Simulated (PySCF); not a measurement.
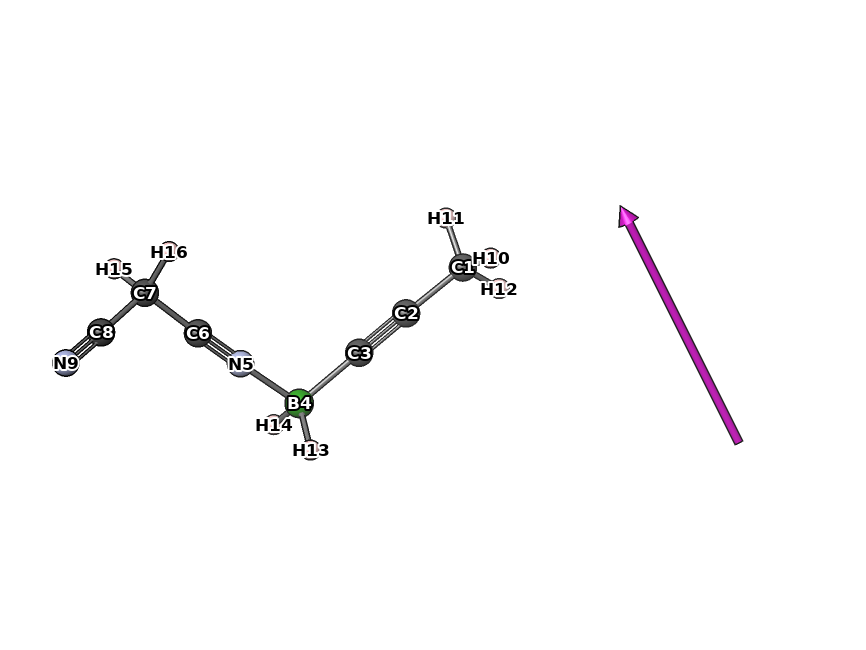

The arrow beside the molecule shows the direction of the dipole moment, from the negative to the positive end (its length means nothing). Computed geometry: PBE0-D3(BJ)/def2-SVP optimisation. No frequency run is at hand to confirm it as a minimum. Method: PBE0/pcSseg-1 in cyclohexane (IEF-PCM) (PySCF 2.14.0).

Estimate the dipole moment.

Answer. 6.87 D; it points from the side of H13 to the side of H15, H16 (the outermost atoms at the two ends).
